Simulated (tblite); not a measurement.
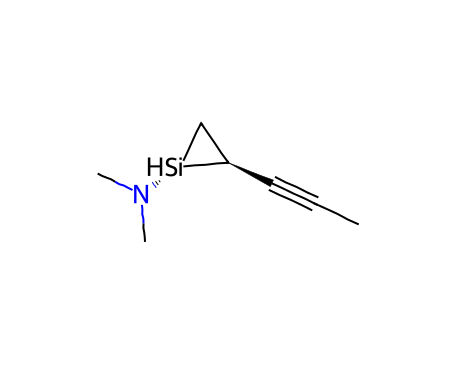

(Drawn from a calculation with tblite.)

A structural formula.

> Write the SMILES.

CC#C[C@@H]1C[Si@H]1N(C)C

> Give the formula, hydrogens included.

C7H13NSi.

> An optimisation with GFN2-xTB gave a structure of which point group?

C1.
